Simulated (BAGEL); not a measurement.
# P4 (SMILES P12P3P1P23) at HF/6-31G(d) (density fitting with qzvpp-jkfit, spherical functions)

Aim: the vertical ionisation energy of P4 at HF/6-31G* (density fitting with qzvpp-jkfit, spherical functions), from 2 runs. 

The results are computed with BAGEL 1.2.2.

9 further runs of the same task are left out: 5 that didn't finish, 4 set aside as unsound or not needed. Runs told in other sessions of the task aren't counted.

### 1 The structure to begin with

The species is P4 (4 atoms), meant as a singlet with charge 0. As SMILES, `P12P3P1P23`. Geometry: relaxed at PBE0-D4/def2-TZVP.

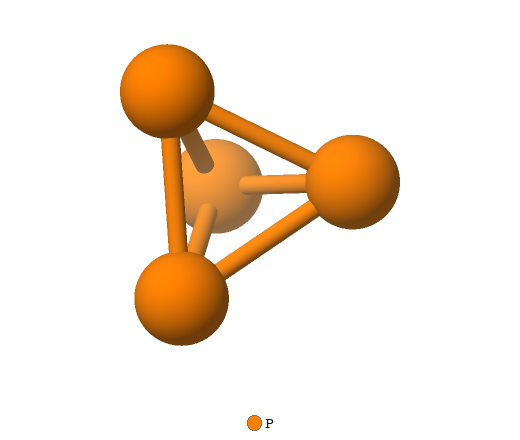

The structure, seen from a chosen angle (phosphorus orange).

### 2 A single-point energy at HF/6-31G(d) (density fitting with qzvpp-jkfit, spherical functions)

input.json reads:

```json
{ "bagel": [

{
  "title": "molecule",
  "basis": "6-31gs.json",
  "df_basis": "qzvpp-jkfit",
  "angstrom": true,
  "geometry": [
    { "atom": "P", "xyz": [      -0.724800,      -0.100000,       1.119400 ] },
    { "atom": "P", "xyz": [       1.294900,       0.109800,       0.315700 ] },
    { "atom": "P", "xyz": [      -0.185000,      -1.091700,      -0.749800 ] },
    { "atom": "P", "xyz": [      -0.385100,       1.081900,      -0.685200 ] }
  ]
},

{ "title": "hf", "charge": 0 },

{ "title": "print", "file": "orbitals.molden", "orbitals": true }

]}
```

The basis set 6-31G* is read from a file made from the Basis Set Exchange's data (not shown).

Launch:

```console
BAGEL_NUM_THREADS=1 BAGEL input.json > input.out
```

The log of the run:

```text
* using 1 threads per process

  ===============================================================
  ===============================================================

  *** Geometry ***

  { "atom" : "P", "xyz" : [     -1.369673,     -0.188973,      2.115359 ] },
  { "atom" : "P", "xyz" : [      2.447006,      0.207492,      0.596587 ] },
  { "atom" : "P", "xyz" : [     -0.349599,     -2.063014,     -1.416917 ] },
  { "atom" : "P", "xyz" : [     -0.727734,      2.044495,     -1.294840 ] },

  Number of auxiliary basis functions:      512

  Since a DF basis is specified, we compute 2- and 3-index integrals:
    o Being stored without compression. Storage requirement is 0.021 GB

  Number of basis functions:       72
  Number of electrons      :       60

    * METHOD: MOLECULE                             0.41

  *** RHF ***

  === Nuclear Repulsion ===
   327.1324241954

      * DIIS with orbital gradients will be used.

  === RHF iteration (6-31gs.json) ===
      0      -1362.86692637          0.00429961           0.11
      1      -1362.88901875          0.00141549           0.11
      2      -1362.89336140          0.00058267           0.11
      3      -1362.89386693          0.00021199           0.11
      4      -1362.89392301          0.00002744           0.11
      5      -1362.89392391          0.00000264           0.11
      6      -1362.89392392          0.00000032           0.11
      7      -1362.89392392          0.00000010           0.11
      8      -1362.89392392          0.00000004           0.11
      9      -1362.89392392          0.00000001           0.11
    * SCF iteration converged.

    * Permanent dipole moment:
           (    0.000039,     0.000019,     0.000018) a.u.

    * METHOD: HF                                   1.27

    * METHOD: PRINT                                0.02

  ===============================================================
```

Run time: 1.9 s. Hardware: 1 thread of Arm Neoverse N1, shared host; peak memory 0.11 GiB.

### 3 The doublet cation, same level

calc.json reads:

```json
{ "bagel": [

{
  "title": "molecule",
  "basis": "6-31gs.json",
  "df_basis": "qzvpp-jkfit",
  "angstrom": true,
  "geometry": [
    { "atom": "P", "xyz": [   -0.724800,   -0.100000,    1.119400 ] },
    { "atom": "P", "xyz": [    1.294900,    0.109800,    0.315700 ] },
    { "atom": "P", "xyz": [   -0.185000,   -1.091700,   -0.749800 ] },
    { "atom": "P", "xyz": [   -0.385100,    1.081900,   -0.685200 ] }
  ]
},
{ "title": "uhf", "charge": 1, "nopen": 1 },
{ "title": "print", "file": "orbitals.molden", "orbitals": true }

]}
```

The basis set 6-31G* is read from a file made from the Basis Set Exchange's data (not shown).

Launch:

```console
BAGEL_NUM_THREADS=1 BAGEL calc.json > calc.out
```

The log of the run:

```text
* using 1 threads per process

  ===============================================================
  ===============================================================

  *** Geometry ***

  { "atom" : "P", "xyz" : [     -1.369673,     -0.188973,      2.115359 ] },
  { "atom" : "P", "xyz" : [      2.447006,      0.207492,      0.596587 ] },
  { "atom" : "P", "xyz" : [     -0.349599,     -2.063014,     -1.416917 ] },
  { "atom" : "P", "xyz" : [     -0.727734,      2.044495,     -1.294840 ] },

  Number of auxiliary basis functions:      512

  Since a DF basis is specified, we compute 2- and 3-index integrals:
    o Being stored without compression. Storage requirement is 0.021 GB

  Number of basis functions:       72
  Number of electrons      :       60

    * METHOD: MOLECULE                             0.42

  *** Open-shell HF ***

  === Nuclear Repulsion ===
   327.1324241954

      * DIIS with orbital gradients will be used.

  === UHF iteration (6-31gs.json) ===
      0      -1362.50560296          0.01566510           0.22
      1      -1362.54855980          0.00644828           0.21
      2      -1362.55610088          0.00329360           0.21
      3      -1362.55766176          0.00081029           0.21
      4      -1362.55826370          0.00016305           0.21
      5      -1362.55831769          0.00008377           0.21
      6      -1362.55833915          0.00005650           0.21
      7      -1362.55835581          0.00002021           0.21
      8      -1362.55835775          0.00000749           0.21
      9      -1362.55835799          0.00000437           0.21
     10      -1362.55835815          0.00000225           0.21
     11      -1362.55835819          0.00000190           0.21
     12      -1362.55835820          0.00000191           0.21
     13      -1362.55835820          0.00000191           0.22
     14      -1362.55835820          0.00000191           0.21
     15      -1362.55835820          0.00000191           0.21
     16      -1362.55835820          0.00000191           0.22
     17      -1362.55835820          0.00000191           0.22
     18      -1362.55835821          0.00000191           0.21
     19      -1362.55835823          0.00000190           0.21
     20      -1362.55835859          0.00000185           0.22
     21      -1362.55835891          0.00000184           0.22
     22      -1362.55835893          0.00000183           0.22
     23      -1362.55835943          0.00000204           0.22
     24      -1362.55835955          0.00000179           0.21
     25      -1362.55835982          0.00000202           0.21
     26      -1362.55836061          0.00000312           0.21
[... 49 lines of this table left out ...]
     76      -1362.55836407          0.00000002           0.22
     77      -1362.55836407          0.00000002           0.22
     78      -1362.55836407          0.00000002           0.22
     79      -1362.55836407          0.00000001           0.22
     80      -1362.55836407          0.00000001           0.22
     81      -1362.55836407          0.00000001           0.22
     82      -1362.55836407          0.00000001           0.22
     83      -1362.55836407          0.00000001           0.22
     84      -1362.55836407          0.00000001           0.22
     85      -1362.55836407          0.00000001           0.22
     86      -1362.55836407          0.00000001           0.22
     87      -1362.55836407          0.00000001           0.22
     88      -1362.55836407          0.00000001           0.22
    * SCF iteration converged.

    * S^2 (UHF) is 0.7747

    * Permanent dipole moment:
           (   -0.000106,    -0.000139,     0.000043) a.u.

    * METHOD: UHF                                 19.35

    * METHOD: PRINT                                0.02

  ===============================================================
```

Run time: 20 s. Hardware: 1 thread of Arm Neoverse N1, shared host; peak memory 0.11 GiB.

### 4 Summary of results

Level: HF/6-31G* (density fitting with qzvpp-jkfit, spherical functions).

| quantity | value |
| --- | --- |
| singlet P4: total energy | -1362.89392 Eh |
| singlet P4: dipole moment | 0.00 D |
| singlet P4: HOMO energy | -9.91 eV |
| singlet P4: LUMO energy | 2.53 eV |
| singlet P4: HOMO–LUMO gap | 12.44 eV |
| doublet cation: total energy | -1362.55836 Eh |
| doublet cation: ⟨S²⟩ | 0.775 |
| vertical ionisation energy (to the doublet cation) | 9.131 eV |

What this shows: Removing an electron at fixed nuclei costs 9.13 eV (211 kcal/mol). −ε(HOMO) before ionisation, 9.91 eV, is 0.78 eV above this ionisation energy.
